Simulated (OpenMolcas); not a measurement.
## Run report: CH6NPSi, energy and gradient calculation (part 2 of 2)

The same run, continued: CH6NPSi, SMILES C1NP[SiH2]1; HF/3-21G, RHF (OpenMolcas 26.06). The geometry comes from this level: PBE0-D4/def2-TZVP.

Geometry of the input (Å):
```
C  -0.5189  0.7537  -0.2803
N  0.3887  0.8672  0.8652
P  0.9739  -0.7160  1.2759
Si 0.3823  -0.7973  -0.9074
H  -0.5259  1.6473  -0.9107
H  -1.5542  0.5124  0.0036
H  0.1265  1.5005  1.6091
H  -0.2531  -1.3936  1.6315
H  1.4931  -0.4999  -1.8481
H  -0.4292  -1.9255  -1.4358
```

### Output, continued
```
      Symmetry species               1
                                     a
      Frozen orbitals                0
      Occupied orbitals             24
      Secondary orbitals            32
      Deleted orbitals               0
      Total number of orbitals      56
      Number of basis functions     56
--

      Molecular charge                           0.000

++    Optimization specifications:
      ----------------------------

      SCF Algorithm: Conventional
      Minimized density differences are used
      Number of density matrices in core                 5
      Maximum number of NDDO SCF iterations            400
      Maximum number of HF SCF iterations              400
      Threshold for SCF energy change             1.00E-10
      Threshold for density matrix                1.00E-07
      Threshold for Fock matrix                   1.00E-07
      Threshold for linear dependence             1.00E-09
      Threshold at which DIIS is turned on        1.50E-01
      Maximum depth in the DIIS procedure                5
      Maximum depth in the BFGS Hessian update          30
      Threshold at which QNR/C2DIIS is turned on  7.50E-02
      Threshold for Norm(delta) (QNR/C2DIIS)      1.00E-05
      All orbitals punched on: SCFORB
--

      Input vectors read from INPORB
      Orbital file label: *Guess orbitals

++ Convergence information
                                   SCF        iterations: Energy and convergence statistics

Iter     Tot. SCF        One-elec.       Two-elec.     Energy      Max Dij or  Max Fij      DNorm      TNorm      AccCon     Time
         Energy          Energy          Energy        Change      Delta Norm                                                in Sec.
   1  -721.238790943 -1435.111592668   491.503601066   0.00E+00    1.75E-01*   1.94E-01*    8.72E+00   1.54E+02   None         0.
   2  -721.591058790 -1439.871650120   495.911390670  -3.52E-01*   6.87E-02*   4.51E-02*    2.60E+00   1.55E+02   EDIIS        0.
   3  -721.618304207 -1439.796338468   495.808833602  -2.72E-02*   1.58E-02*   1.62E-02*    6.60E-01   1.55E+02   c2DIIS       0.
   4  -721.625447500 -1439.502552109   495.507903950  -7.14E-03*   1.36E-02*   5.73E-03*    1.67E-01   1.55E+02   QNRc2DIIS    0.
   5  -721.625836916 -1439.663778348   495.668740773  -3.89E-04*   6.72E-03*   2.61E-03*    4.10E-02   1.55E+02   QNRc2DIIS    0.
   6  -721.625925723 -1439.617714007   495.622587625  -8.88E-05*   1.11E-03*   2.07E-04*    1.05E-02   1.55E+02   QNRc2DIIS    0.
   7  -721.625927778 -1439.609808198   495.614679761  -2.05E-06*   6.82E-04*   8.73E-05*    3.28E-03   1.55E+02   QNRc2DIIS    0.
   8  -721.625928143 -1439.610411986   495.615283184  -3.65E-07*   1.10E-04*   2.17E-05*    1.31E-03   1.55E+02   QNRc2DIIS    0.
   9  -721.625928161 -1439.610944707   495.615815887  -1.80E-08*   5.20E-05*   9.00E-06*    2.46E-04   1.55E+02   QNRc2DIIS    0.
  10  -721.625928164 -1439.610719713   495.615590890  -2.84E-09*   9.62E-06    1.82E-06*    5.93E-05   1.55E+02   QNRc2DIIS    0.
  11  -721.625928164 -1439.610823895   495.615695072  -1.53E-10*   2.24E-06    4.32E-07*    1.69E-05   1.55E+02   QNRc2DIIS    0.
  12  -721.625928164 -1439.610802036   495.615673213  -1.00E-11    1.05E-06    1.34E-07*    1.15E-03   1.55E+02   QNRc2DIIS    0.
  13  -721.625928164 -1439.610804867   495.615676044  -1.36E-12    1.74E-07    1.97E-08     3.50E-03   1.55E+02   QNRc2DIIS    0.

       Convergence after  13 Iterations
--

 *****************************************************************************************************************************
 *                                             SCF/KS-DFT Program, Final results                                             *
 *                                                       Final Results                                                       *
 *****************************************************************************************************************************

::    Total SCF energy                               -721.6259281638
      One-electron energy                           -1439.6108048668
      Two-electron energy                             495.6156760438
      Nuclear repulsion energy                        222.3692006592
      Kinetic energy (interpolated)                   721.0602923805
      Virial theorem                                    1.0007844501
      Total spin, S(S+1)                                0.0000000000
      Total spin, S                                     0.0000000000
      Max non-diagonal density matrix element           0.0000001130
      Max non-diagonal Fock matrix element              0.0000000117

      No orbitals printed

++    Molecular charges:
      ------------------

      Mulliken charges per centre
      ---------------------------

                C1      N2      P3      SI4     H5      H6      H7      H8      H9      H10
      Total    6.5888  7.9635 14.7085 13.0495  0.7699  0.7961  0.6670  1.1018  1.1676  1.1872

      N-E     -0.5888 -0.9635  0.2915  0.9505  0.2301  0.2039  0.3330 -0.1018 -0.1676 -0.1872

      Total electronic charge=   48.000000

      Total            charge=   -0.000000
--

++    Molecular properties:
      ---------------------

      Charge (e):
                      =   -0.0000
      Dipole Moment (debye):
      Origin of the operator (angstrom)=    0.4277   -0.2577    0.2410
                   X= -2.0073E+00               Y=  2.0821E-01               Z= -9.3356E-01           Total=  2.2236E+00
      Quadrupole Moment (debye*angstrom):
      Origin of the operator (angstrom)=    0.4277   -0.2577    0.2410
                  XX= -4.3975E+01              XY= -1.9442E+00              XZ= -1.6653E+00              YY= -4.1078E+01
                  YZ=  1.8310E+00              ZZ= -4.1500E+01
      In traceless form (debye*angstrom)
                  XX= -2.6855E+00              XY= -2.9162E+00              XZ= -2.4979E+00              YY=  1.6593E+00
                  YZ=  2.7465E+00              ZZ=  1.0263E+00
--

--- Stop Module: scf /rc=_RC_ALL_IS_WELL_ ---
--- Module scf spent 2 seconds ---

--- Start Module: alaska ---

                                              &ALASKA

                       available to each process: 1.9 GB of memory, 1 thread

                     Threshold for contributions to the gradient: 1.000E-07

                    ********************************************
                    * Symmetry Adapted Cartesian Displacements *
                    ********************************************

           Irreducible representation : a
           Basis function(s) of irrep: x, y, xy, Rz, z, xz, Ry, yz, Rx, I

 Basis Label        Type   Center Phase
   1   C1           x         1     1
   2   C1           y         1     1
   3   C1           z         1     1
   4   N2           x         2     1
   5   N2           y         2     1
   6   N2           z         2     1
   7   P3           x         3     1
   8   P3           y         3     1
   9   P3           z         3     1
  10   SI4          x         4     1
  11   SI4          y         4     1
  12   SI4          z         4     1
  13   H5           x         5     1
  14   H5           y         5     1
  15   H5           z         5     1
  16   H6           x         6     1
  17   H6           y         6     1
  18   H6           z         6     1
  19   H7           x         7     1
  20   H7           y         7     1
  21   H7           z         7     1
  22   H8           x         8     1
  23   H8           y         8     1
  24   H8           z         8     1
  25   H9           x         9     1
  26   H9           y         9     1
  27   H9           z         9     1
  28   H10          x        10     1
  29   H10          y        10     1
  30   H10          z        10     1

                     No automatic utilization of translational and rotational invariance of the energy is employed.

 Conventional ERI gradients!

 **************************************************
 *              Molecular gradients               *
 **************************************************

  Irreducible representation: a
 ------------------------------------------------------------------------------------------
                              X                       Y                       Z
 ------------------------------------------------------------------------------------------
  C1                2.12813740946753E-02   -1.58828356489309E-02    1.33856318900851E-02
  N2                1.13634296135951E-02   -2.70605196824665E-02   -2.10636845516288E-02
  P3               -1.61607445966183E-02    2.74256230312613E-02   -2.26759387543183E-02
  SI4              -5.33389386674754E-03    1.14127842293250E-02    3.40903501439414E-02
  H5               -7.07243586322792E-04    7.28447755509398E-03   -4.37922922221690E-03
  H6               -5.82159153320516E-03   -2.24608292687489E-03    4.74461717356989E-04
  H7               -5.31273559904122E-03    2.91272008570154E-05    7.23953685782552E-03
  H8                3.22657013526406E-04   -1.74359201667817E-03   -5.91517574472145E-03
  H9                8.31639416039920E-04    5.50495056239941E-04   -2.46909848450105E-04
  H10              -4.62890955928774E-04    2.30523202102262E-04   -9.09042487882816E-04
 ------------------------------------------------------------------------------------------

--- Stop Module: alaska /rc=_RC_ALL_IS_WELL_ ---

.##################.
.# Happy landing! #.
.##################.

    Timing: Wall=6.10 User=4.83 System=1.20
```

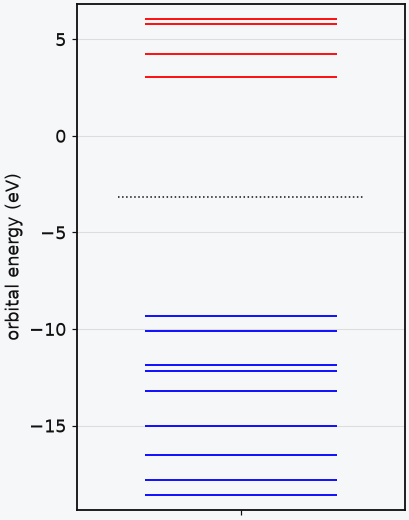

Orbital energies near the frontier; the dotted line parts filled from empty levels, and levels within 0.02 eV of each other stand side by side. Highest filled −9.34 eV, lowest empty 3.02 eV, 12.36 eV apart.

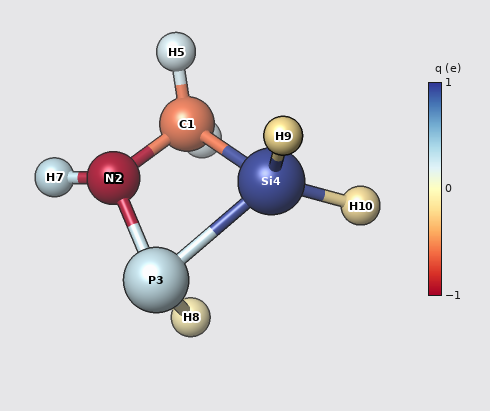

Mulliken charges, as the colour of each atom (ball-and-stick view, seen at a tilt; atoms are numbered from 1 in the order of the input). By element: C −0.59, N −0.96, P +0.29, Si +0.95 and H −0.19 to +0.33 e.

### Results in brief

- outcome: converged
- total energy: −721.625928 hartree
- basis functions: 56
- largest force: 2.010 eV/Å
- HOMO: −9.34 eV
- LUMO: 3.02 eV
- dipole moment: 2.22 debye
- hardware: 1 thread of AMD EPYC (Zen 3), 128 GiB of memory available, shared host
- wall time: 6.6 s
- peak memory: 0.39 GiB
